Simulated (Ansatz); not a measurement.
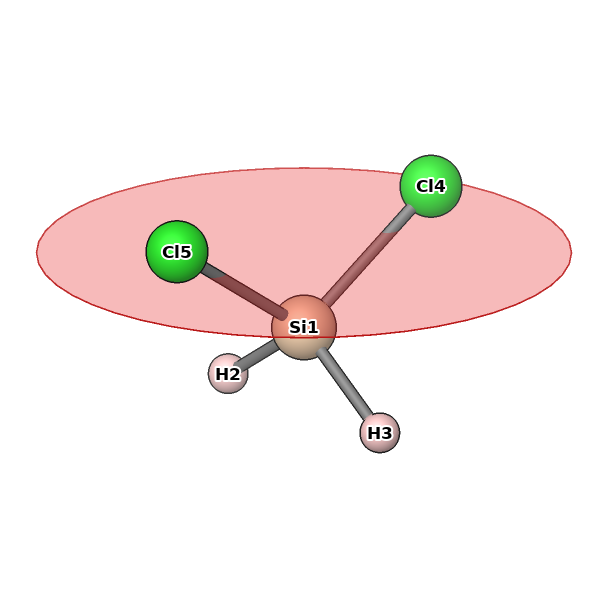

A disc through the centre of mass is drawn in. Atoms fade into the background with distance from the viewer. Computed geometry: PBE0-D4/def2-TZVP optimisation.

Question: Is the plane of the disc a mirror plane of the structure?

Answer: No. The point group is C2v, with 1 C2 axis and 2 mirror planes, and this plane isn't one of its mirror planes.
